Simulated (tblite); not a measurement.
System: H3P (cation, charge +1), doublet: map of symmetric stretch and umbrella angle. Scanned: P-H bond length and angle between the P-H bonds and the threefold axis (90 = planar).

Cartesian coordinates as functions of the variables (Å; names that start with a are angles):
```
P  0  0  0
H  r*sin(a)*cos(0*2*pi/3+0)  r*sin(a)*sin(0*2*pi/3+0)  0+r*cos(a)
H  r*sin(a)*cos(1*2*pi/3+0)  r*sin(a)*sin(1*2*pi/3+0)  0+r*cos(a)
H  r*sin(a)*cos(2*2*pi/3+0)  r*sin(a)*sin(2*2*pi/3+0)  0+r*cos(a)
```

Level of theory: GFN2-xTB, 300 K electronic temperature (tblite).

Energy in kcal/mol above the lowest grid point; x is the P-H bond length (Å), y the angle between the P-H bonds and the threefold axis (90 = planar) (°).

```csv
y \ x,1.23,1.32,1.38,1.45,1.51,1.58,1.64,1.71,1.75
130,68.1,42.1,35.6,34.5,37.1,42.7,48.9,57.2,62.3
127.20,57.9,32.8,26.8,26.4,29.8,36.5,43.7,53.3,59.2
123.20,46.4,22.3,16.9,17.2,21.1,28.3,36.1,46.3,52.5
119.20,37.8,14.6,9.7,10.5,14.8,22.5,30.6,41.2,47.6
115.20,31.8,9.2,4.8,6.0,10.6,18.6,27.0,37.9,44.4
111.20,27.8,5.8,1.7,3.3,8.2,16.5,25.1,36.2,42.8
107.20,25.4,4.0,0.3,2.2,7.4,16.0,24.7,36.0,42.7
103.20,24.2,3.4,0.0,2.4,7.9,16.8,25.7,37.1,43.9
99.20,23.8,3.5,0.5,3.3,9.1,18.4,27.6,39.3,46.2
95.20,23.8,3.9,1.2,4.4,10.5,20.2,29.8,41.8,48.9
90,23.8,4.2,1.7,5.1,11.4,21.4,31.2,43.6,50.9
```

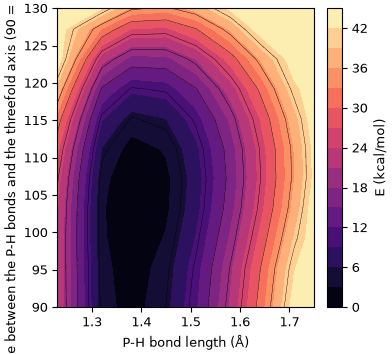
*Energy surface, cut off at 44 kcal/mol.*

Points that lie below all their neighbours on the grid: x = 1.38, y = 103.20 (0.0 kcal/mol).
